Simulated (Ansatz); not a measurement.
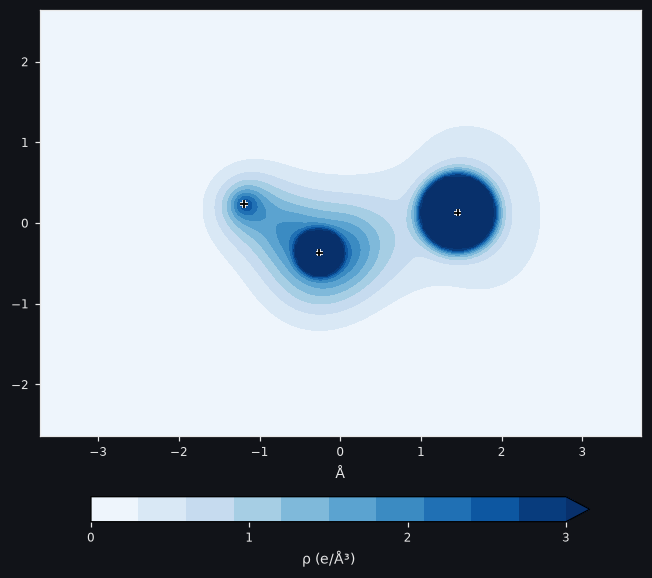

The electron density on a plane through atoms (crosses mark nuclei in the plane).

Theory: Ansatz, isolated molecule in a Gaussian basis; Kohn-Sham density functional theory, functional PBE0.

Candidates:
A. H2MgOSi (SMILES [MgH][O][SiH])
B. CHSi (SMILES C#[Si-]) (charge −1, triplet)
C. HOPTe (SMILES OP=[Te])

> Which system is this?

Candidate B: CHSi on the molecular plane, which holds C, Si and H. C–Si (1.78 Å): ρ at the midpoint is about 0.97 e/Å³. C–H (1.11 Å): ρ at the midpoint is about 1.9 e/Å³.
